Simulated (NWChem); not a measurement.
# One shape, several levels: TiNH3OF2 (SMILES [NH2][Ti]([OH])([F])[F])

Wanted: a comparison of 4 runs (HF/STO-3G, HF/def2-SVP, BP86/3-21G, PBE0/def2-SVP) of TiNH3OF2. 

Program for the calculation: NWChem 7.3.0.

## Step 1: The structure to begin with

The species is TiNH3OF2 (8 atoms), meant as a singlet with charge 0. As SMILES, `[NH2][Ti]([OH])([F])[F]`. Geometry: relaxed at PBE0-D4/def2-TZVP. This is one conformer, not always the lowest.

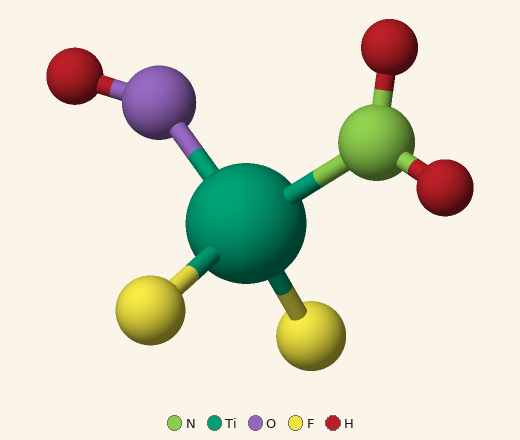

Viewed from a chosen angle; nitrogen green, titanium teal, oxygen purple, fluorine yellow, hydrogen red.

## Step 2: Energy and forces at HF/STO-3G (run 1)

Contents of f2h3noti.xyz:

```xyz
8
F2H3NOTi gradient
N     -0.483100     1.297900    -0.171700
Ti     0.433300    -0.323200    -0.205900
O     -0.549300    -1.476600     0.712200
F      0.686600    -0.822500    -1.882200
F      2.042700    -0.120400     0.492100
H     -0.189000     2.132800    -0.659500
H     -1.352300     1.451300     0.318900
H     -0.497100    -2.196200     1.340400
```

Contents of run.py:

```python
from ase.io import read
from ase.calculators.nwchem import NWChem

molecule = read('f2h3noti.xyz')

calc = NWChem(
    label='f2h3noti',
    theory='scf',
    memory='2200 mb',
    basis='STO-3G',
    basispar='spherical bse',
    scf={'nopen': '0', 'rhf': None, 'thresh': '1e-08', 'maxiter': '80'},
)
molecule.calc = calc

forces = molecule.get_forces()
print(f"energy = {molecule.get_potential_energy():.6f} eV")
print("forces (eV/A):")
for s, f in zip(molecule.symbols, forces):
    print(f"{s:2s} {f[0]:10.5f} {f[1]:10.5f} {f[2]:10.5f}")
print("dipole (e A):", molecule.get_dipole_moment().round(4))
```

Command:

```sh
export ASE_NWCHEM_COMMAND="nwchem PREFIX.nwi > PREFIX.nwo"
python run.py
```

Output:

```text
energy = -31716.225387 eV
forces (eV/A):
N     0.48558   -0.62879   -0.09477
Ti    1.74784   -1.90982   -0.27701
O     1.23094    2.00844   -1.85608
F    -0.35188    0.68875    2.64978
F    -2.52842   -0.38448   -1.16420
H    -0.12604    0.63388   -0.14434
H    -0.48650    0.39708    0.18167
H     0.02854   -0.80501    0.70495
dipole (e A): [-0.1641 -0.067   0.2412]
```

The calculator wrote f2h3noti.nwi:

```
title "f2h3noti"

permanent_dir f2h3noti

scratch_dir f2h3noti

start f2h3noti

geometry units angstrom nocenter noautosym noautoz
  N  -4.8309999999999997e-01 1.2979000000000001e+00 -1.7169999999999999e-01
  Ti 4.3330000000000002e-01 -3.2319999999999999e-01 -2.0590000000000000e-01
  O  -5.4930000000000001e-01 -1.4765999999999999e+00 7.1220000000000006e-01
  F  6.8659999999999999e-01 -8.2250000000000001e-01 -1.8822000000000001e+00
  F  2.0427000000000000e+00 -1.2039999999999999e-01 4.9209999999999998e-01
  H  -1.8900000000000000e-01 2.1328000000000000e+00 -6.5949999999999998e-01
  H  -1.3523000000000001e+00 1.4513000000000000e+00 3.1890000000000002e-01
  H  -4.9709999999999999e-01 -2.1962000000000002e+00 1.3404000000000000e+00
end

memory 2200 mb

basis spherical bse noprint
   * library STO-3G
end

scf
  nopen 0
  rhf
  thresh 1e-08
  maxiter 80
end

task scf gradient
```

f2h3noti.nwo:

```text
Northwest Computational Chemistry Package (NWChem) 7.3.0
             --------------------------------------------------------

           Job information
           ---------------

    nwchem branch   = 7.3.0
    use scalapack   = T
    input           = f2h3noti.nwi
    prefix          = f2h3noti.
    data base       = f2h3noti/f2h3noti.db
    status          = startup
    nproc           =        1

           Memory information
           ------------------

[... 5 lines left out ...]
    hardfail = no
[... 137 lines left out ...]
         Quadratically convergent ROHF
[... 14 lines left out ...]
       Final RHF  results
[... 4 lines left out ...]
      Two-electron energy =    764.129662741000
[... 48 lines left out ...]
                       ROHF Final Molecular Orbital Analysis
[... 254 lines left out ...]
                 ----------------------------------------
                 |  Time  |  1-e(secs)   |  2-e(secs)   |
                 ----------------------------------------
                 |  CPU   |       0.00   |       1.44   |
                 ----------------------------------------
                 |  WALL  |       0.00   |       1.44   |
                 ----------------------------------------

 Task  times  cpu:        5.2s     wall:        5.2s
 Total times  cpu:        5.2s     wall:        5.2s
```

Run time: 6.3 s. Hardware: 1 thread of Intel Xeon Platinum 8559C (Emerald Rapids), shared host; peak memory 0.1 GiB.

## Step 3: Energy and gradient at HF/def2-SVP (run 2)

Contents of geom.nw:

```
start geom
memory 2200 mb
geometry units angstrom noautosym nocenter noautoz
  N    -0.483100    1.297900   -0.171700
  Ti    0.433300   -0.323200   -0.205900
  O    -0.549300   -1.476600    0.712200
  F     0.686600   -0.822500   -1.882200
  F     2.042700   -0.120400    0.492100
  H    -0.189000    2.132800   -0.659500
  H    -1.352300    1.451300    0.318900
  H    -0.497100   -2.196200    1.340400
end
basis "ao basis" spherical bse
  * library def2-SVP
end
scf
  thresh 1e-08
  maxiter 80
end
task scf gradient
```

Command:

```sh
nwchem geom.nw > geom.out
```

Output:

```text
[...]
  functions       =   102
[...]
  wavefunction    = RHF
[...]
         Total SCF energy =  -1178.172294189908
      One-electron energy =  -2268.366324574176
      Two-electron energy =    764.140300712581
 Nuclear repulsion energy =    326.053729671687
        Time for solution =     28.6s
[...]
                         RHF ENERGY GRADIENTS
    atom               coordinates                        gradient
                 x          y          z           x          y          z
   1 N      -0.912927   2.452675  -0.324466   -0.003807   0.006144   0.000590
   2 Ti      0.818818  -0.610759  -0.389095    0.003639  -0.002506  -0.000137
   3 O      -1.038026  -2.790369   1.345863   -0.011272   0.002321  -0.002668
   4 F       1.297486  -1.554300  -3.556842    0.001464  -0.002941  -0.011838
   5 F       3.860143  -0.227523   0.929934    0.010984   0.002181   0.004614
   6 H      -0.357158   4.030408  -1.246274    0.001453   0.004386  -0.002579
   7 H      -2.555476   2.742559   0.602634   -0.004482   0.001037   0.002437
   8 H      -0.939383  -4.150216   2.532989    0.002021  -0.010621   0.009581
[...]
```

It took 37 s on 1 thread of Intel Xeon Platinum 8559C (Emerald Rapids), shared host; peak memory 0.11 GiB.

Run 3 isn't shown in full; the table further down has it.

## Step 4: Energy and forces at PBE0/def2-SVP (run 4)

Contents of a.nw:

```
start a
title "F2H3NOTi"
memory stack 880 mb heap 220 mb global 1100 mb
charge 0

geometry units angstroms noautosym nocenter noautoz
   N    -0.483100    1.297900   -0.171700
   Ti    0.433300   -0.323200   -0.205900
   O    -0.549300   -1.476600    0.712200
   F     0.686600   -0.822500   -1.882200
   F     2.042700   -0.120400    0.492100
   H    -0.189000    2.132800   -0.659500
   H    -1.352300    1.451300    0.318900
   H    -0.497100   -2.196200    1.340400
end

basis spherical bse
   * library def2-SVP
end

dft
   xc pbe0
   grid fine
   convergence energy 1e-08
   iterations 100
   mulliken
end

task dft gradient
```

Command:

```sh
nwchem a.nw > a.out
```

Output:

```text
[...]
          Wavefunction type:  closed shell.
          No. of atoms     :     8
          No. of electrons :    58
[...]
          Charge           :     0
          Spin multiplicity:     1
[...]
          AO basis - number of functions:   102
[...]
              XC Information
              --------------
                         PBE0 Method XC Functional
                     Hartree-Fock (Exact) Exchange  0.250
          PerdewBurkeErnzerhof Exchange Functional  0.750
            Perdew 1991 LDA Correlation Functional  1.000 local
           PerdewBurkeErnz. Correlation Functional  1.000 non-local
[...]
 d= 0,ls=0.0,diis     1  -1179.7920356196 -1.51D+03  4.31D-02  3.18D+00     2.6
[...]
 d= 0,ls=0.0,diis    11  -1180.2646280068 -1.62D-09  1.22D-06  4.10D-08    21.9
         Total DFT energy =    -1180.264628006847
      One electron energy =    -2272.082233320819
           Coulomb energy =      844.857297242542
    Exchange-Corr. energy =      -79.093421600257
 Nuclear repulsion energy =      326.053729671687
[...]
      Total Density - Mulliken Population Analysis
     ---------------------------------------------
    Atom       Charge   Shell Charges
 -----------   ------   -------------------------------------------------------
    1 N    7     7.47   1.99  0.97  0.51  2.42  1.57  0.01
    2 Ti  22    20.76   2.00  2.00  2.01  0.18 -0.01  6.00  6.04  0.46  1.25  0.77  0.08
    3 O    8     8.48   1.99  1.06  0.69  2.87  1.87  0.00
    4 F    9     9.40   1.99  1.12  0.83  3.32  2.13  0.00
    5 F    9     9.40   1.99  1.13  0.83  3.32  2.13  0.00
    6 H    1     0.85   0.70  0.10  0.05
    7 H    1     0.85   0.70  0.10  0.05
    8 H    1     0.79   0.67  0.05  0.07
[...]
  wavefunction    = closed shell
[...]
```

Run time: 31 s. Hardware: 1 thread of Intel Xeon Platinum 8559C (Emerald Rapids), shared host; peak memory 0.14 GiB.

## Step 5: The series

```
run          level  iteration cap  module   energy (Eh)  dipole moment (D)  HOMO energy (eV)  LUMO energy (eV)  wall time
  1      HF/STO-3G             80     scf  -1165.549794               1.44             -8.37              9.22      6.3 s
  2    HF/def2-SVP             80     scf  -1178.172294               2.83            -11.63              1.64       37 s
  3     BP86/3-21G            100     dft  -1175.366481               2.40             -5.69             -2.01       66 s
  4  PBE0/def2-SVP            100     dft  -1180.264628               2.67             -7.82             -1.77       31 s
```

## Step 6: Summary of results

| quantity | value |
| --- | --- |
| run 4: total energy | -1180.26463 Eh |
| run 4: dipole moment | 2.67 D |
| run 4: HOMO energy | -7.82 eV |
| run 4: LUMO energy | -1.77 eV |
| run 4: HOMO–LUMO gap | 6.05 eV |
| run 4: largest force on an atom | 0.704 eV/Å |

**Reading.** The dipole moment (its size) runs from 1.44 D (HF/STO-3G) to 2.83 D (HF/def2-SVP). The HOMO–LUMO gap runs from 3.67 eV (BP86/3-21G) to 17.59 eV (HF/STO-3G). The two ends differ in method and basis. Totals of different functionals can't be ranked against each other. In run 1 the basis is minimal, so the values are rough. All runs together took 2.3 min, the longest 66 s.
